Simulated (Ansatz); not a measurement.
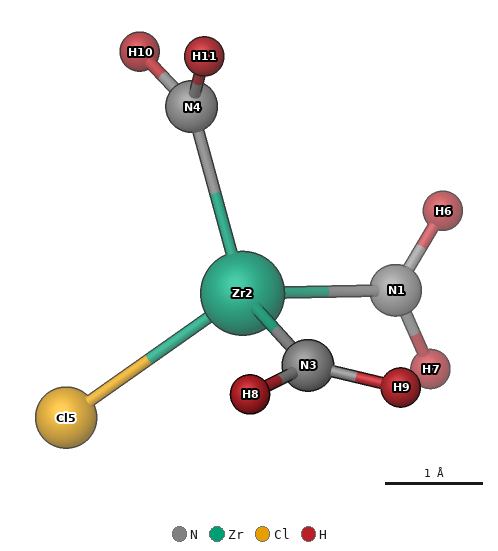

Figure 1. The structure as given in the input (ball-and-stick view, seen at a tilt; atoms are numbered from 1 in the order of the input). Sticks mark near contacts. Bond lengths as drawn: Cl–Zr 2.39 Å, H–N 1.01 Å and N–Zr 2.03 Å.

**Two runs on ZrN$_{3}$H$_{6}$Cl**

System: ZrN$_{3}$H$_{6}$Cl.
Method of run 1: RKS revPBE-D4/def2-TZVPP (Ansatz 0.2.0).

The geometry comes from this level: PBE0-D4/def2-TZVP. Text and figures count atoms from 1; the logs count them from 0 in places.

Input file, run 1:
```yaml
crystal:
  periodic: [false, false, false]
  atoms:
    - {symbol: N, position_ang: [-1.140809, -1.023474, -1.119724]}
    - {symbol: Zr, position_ang: [0.207181, 0.280823, -0.353108]}
    - {symbol: N, position_ang: [-0.770876, 1.398687, 1.025292]}
    - {symbol: N, position_ang: [1.587373, -0.815064, 0.646909]}
    - {symbol: Cl, position_ang: [1.205273, 1.634255, -2.053554]}
    - {symbol: H, position_ang: [-1.169570, -2.020486, -0.959687]}
    - {symbol: H, position_ang: [-1.837144, -0.783492, -1.813939]}
    - {symbol: H, position_ang: [-0.403146, 2.245717, 1.439670]}
    - {symbol: H, position_ang: [-1.724177, 1.271367, 1.334283]}
    - {symbol: H, position_ang: [2.340437, -1.326737, 0.204775]}
    - {symbol: H, position_ang: [1.705458, -0.861587, 1.649082]}
basis:
  gaussian: {orbitals: def2-TZVPP}
hamiltonian: {xc: {name: revPBE}, dispersion: d4}
output: {orbitals: {seedname: orbitals}}
```

Launched with:
```bash
ansatz run in.yaml --threads 4 --pin off --events-out ev --progress --plain --max-ram 11315MiB
```

Hardware: 4 threads of Arm Neoverse V1, 23 GiB of memory available, shared host.

Output (run 1):
```
Functional definition: revPBE
  parameter kappa = 1.245
  parameter beta = 0.06672455060314922
  exchange = pbe_x(kappa = kappa, mu = beta*pi^2/3)
  correlation = pbe_c(beta = beta)
1425 factors; their error is unknown
mean field evaluation 1: about -18346.1683 eV, gradient 1.3e2 eV
mean field evaluation 2: about -18147.5871 eV, gradient 2.9e2 eV
mean field evaluation 4: about -18373.0563 eV, gradient 3.7e1 eV
mean field evaluation 8: about -18376.6345 eV, gradient 1.8e-1 eV
mean field evaluation 16: about -18376.6206 eV, gradient 2.8e-4 eV
mean field -18376.62058141 eV, -675.3283502461 hartree, gradient 4.1e-5 eV, S^2 0.000000; 0 other end points of the search recorded, 0 dependent functions left out
reference -18376.62069308 eV, -675.3283543496 hartree; 28, 28 occupied and 247, 247 virtual orbitals, 1425 factors
Total energy: -18377.23892283 eV, -675.3510738742 hartree
```

The input of run 2 differs as follows (lines with − go, lines with + come):
```diff
-hamiltonian: {xc: {name: revPBE}, dispersion: d4}
+hamiltonian: {xc: lda}
```

Predict how the results change.

The total energies belong to different models, so their difference says nothing on which is more stable or more accurate. The HOMO goes from −5.93 to −6.19 eV. The LUMO goes from −1.23 to −1.54 eV.

Output (run 2):
```
Functional definition: SPW92
  exchange = slater_x
  correlation = pw_c
1425 factors; their error is unknown
mean field evaluation 1: about -18265.7637 eV, gradient 1.3e2 eV
mean field evaluation 2: about -18056.8154 eV, gradient 2.9e2 eV
mean field evaluation 4: about -18294.6370 eV, gradient 3.9e1 eV
mean field evaluation 8: about -18298.5128 eV, gradient 2.5e-1 eV
mean field evaluation 16: about -18298.4994 eV, gradient 1.9e-4 eV
mean field -18298.49944571 eV, -672.4574514614 hartree, gradient 7.9e-5 eV, S^2 0.000000; 0 other end points of the search recorded, 0 dependent functions left out
reference -18298.49952761 eV, -672.4574544711 hartree; 28, 28 occupied and 247, 247 virtual orbitals, 1425 factors
Total energy: -18298.49952761 eV, -672.4574544711 hartree
```

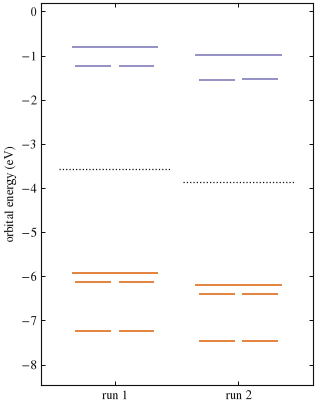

Figure 2. The five highest filled and three lowest empty orbital energies of the two runs; the dotted lines part filled from empty levels. The HOMO–LUMO gap is 4.70 eV in run 1 and 4.65 eV in run 2.

The two runs side by side:

| quantity | run 1 | run 2 |
| --- | --- | --- |
| outcome | converged | converged |
| total energy (hartree) | −675.351074 | −672.457454 |
| HOMO (eV) | −5.93 | −6.19 |
| LUMO (eV) | −1.23 | −1.54 |
| basis functions | 275 | 275 |
| wall time (shared host) | 2.9 s | 1.7 s |
